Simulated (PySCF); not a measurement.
# UPBE/STO-3G run of CH2FO (SMILES [O]CF)

Aim: the vertical doublet–quartet gap of CH2FO at UPBE/STO-3G, from 2 runs. The job is set up through a Python script.

The calculation is run with PySCF 2.14.0.

7 further runs of the same task are left out: 2 that didn't finish, 5 set aside as unsound or not needed.

## Step 1: The molecule

The species is CH2FO (5 atoms), meant as a doublet with charge 0. SMILES: `[O]CF`. The coordinates come from a PBE0-D4/def2-TZVP relaxation.

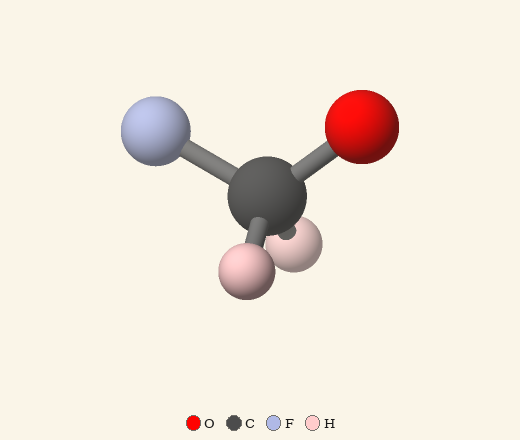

The structure, seen from a chosen angle (oxygen red, carbon dark grey, fluorine light blue, hydrogen pink).

## Step 2: The energy at UPBE/STO-3G

Contents of job.py:

```python
# [O]CF
from pyscf import gto, dft

mol = gto.M(
    atom=[
    ('O', (-1.122700, 0.202700, 0.610000)),
    ('C', (-0.009600, -0.012300, -0.033000)),
    ('F', (1.105500, -0.174700, 0.757200)),
    ('H', (-0.112900, -0.924800, -0.655200)),
    ('H', (0.189500, 0.835500, -0.720300)),
],
    charge=0,
    basis='sto-3g',
    max_memory=1860,
    spin=1,
    verbose=3,
)

calc0 = dft.UKS(mol, xc='pbe')
calc0.grids.level = 5
calc0.conv_tol = 1e-10
calc0.kernel()
if not calc0.converged:
    calc0 = calc0.newton().run(calc0.mo_coeff, calc0.mo_occ)

energy = calc0.e_tot
print('Final energy', energy)
```

On the command line:

```
$ OMP_NUM_THREADS=1 python job.py
```

What it wrote:

```text
converged SCF energy = -211.080877619667  <S^2> = 0.75191467  2S+1 = 2.0019138
Final energy -211.08087761966686
```

Wall time 4.5 s (1 thread of Arm Neoverse V1, shared host); peak memory 0.2 GiB.

## Step 3: The quartet at the same level

Contents of job.py:

```python
from pyscf import gto, dft

molecule = gto.Mole()
molecule.atom = '''
O       -1.122700       0.202700       0.610000
C       -0.009600      -0.012300      -0.033000
F        1.105500      -0.174700       0.757200
H       -0.112900      -0.924800      -0.655200
H        0.189500       0.835500      -0.720300
'''
molecule.spin = 3
molecule.max_memory = 1860
molecule.basis = 'sto-3g'
molecule.verbose = 4
molecule.build()

mf = dft.UKS(molecule, xc='pbe')
mf.conv_tol = 1e-10
mf.grids.level = 5
mf.kernel()
if not mf.converged:
    mf = mf.newton().run(mf.mo_coeff, mf.mo_occ)

e_tot = mf.e_tot
print('Final energy', e_tot)
```

On the command line:

```
$ OMP_NUM_THREADS=1 python job.py
```

What it wrote:

```text
PySCF version 2.14.0

[INPUT] num. atoms = 5
[INPUT] num. electrons = 25
[INPUT] charge = 0
[INPUT] spin (= nelec alpha-beta = 2S) = 3
[INPUT] symmetry False subgroup None
[INPUT] Mole.unit = angstrom
[INPUT] Symbol           X                Y                Z      unit          X                Y                Z       unit  Magmom
[INPUT]  1 O     -1.122700000000   0.202700000000   0.610000000000 AA   -2.121595520049   0.383047485449   1.152732935985 Bohr   0.0
[INPUT]  2 C     -0.009600000000  -0.012300000000  -0.033000000000 AA   -0.018141370796  -0.023243631332  -0.062360962111 Bohr   0.0
[INPUT]  3 F      1.105500000000  -0.174700000000   0.757200000000 AA    2.089092230707  -0.330135153962   1.430900621521 Bohr   0.0
[INPUT]  4 H     -0.112900000000  -0.924800000000  -0.655200000000 AA   -0.213350079463  -1.747618719998  -1.238148556815 Bohr   0.0
[INPUT]  5 H      0.189500000000   0.835500000000  -0.720300000000 AA    0.358103100605   1.578866177074  -1.361169727524 Bohr   0.0

nuclear repulsion = 72.1247323509988
number of shells = 11
number of NR pGTOs = 51
number of NR cGTOs = 17
basis = sto-3g
ecp = {}

[... 37 lines left out ...]
[... the frontier-level lines of each cycle are left out ...]
[... 11 lines left out ...]
[... 11 lines left out ...]
[... 11 lines left out ...]
[... 11 lines left out ...]
[... 11 lines left out ...]
[... 11 lines left out ...]
[... 11 lines left out ...]
[... 11 lines left out ...]
[... 11 lines left out ...]
[... 11 lines left out ...]
[... 11 lines left out ...]
[... 5 lines left out ...]

cycle= 24 E= -210.68490765196  delta_E= -6.77e-07  |g|= 0.000582  |ddm|= 0.00175


cycle= 25 E= -210.684907762342  delta_E= -1.1e-07  |g|= 0.000457  |ddm|= 0.000507


cycle= 26 E= -210.684907931335  delta_E= -1.69e-07  |g|= 7.57e-05  |ddm|= 0.000661


cycle= 27 E= -210.684907936168  delta_E= -4.83e-09  |g|= 1.04e-06  |ddm|= 0.000144


cycle= 28 E= -210.68490793617  delta_E= -1.82e-12  |g|= 3.63e-07  |ddm|= 9.4e-06


Extra cycle  E= -210.684907936142  delta_E= 2.75e-11  |g|= 5.82e-06  |ddm|= 1.05e-05
converged SCF energy = -210.684907936142  <S^2> = 3.7505027  2S+1 = 4.0002513
Final energy -210.68490793614245
```

Run time: 9.3 s. Hardware: 1 thread of Arm Neoverse V1, shared host; peak memory 0.2 GiB.

## Step 4: Outcome

Level: UPBE/STO-3G.

| quantity | value |
| --- | --- |
| doublet: total energy | -211.08088 Eh |
| doublet: dipole moment | 1.28 D |
| doublet: HOMO energy (highest over α and β) | -2.66 eV |
| doublet: LUMO energy (lowest over α and β) | -1.60 eV |
| doublet: ⟨S²⟩ | 0.752 |
| quartet: total energy | -210.68491 Eh |
| quartet: dipole moment | 0.59 D |
| quartet: ⟨S²⟩ | 3.751 |
| vertical energy of the quartet above the doublet | 10.775 eV |

At this shape the quartet lies 10.77 eV (1040 kJ/mol) above the doublet. In a minimal basis such a difference can be off by several eV, whatever the method.
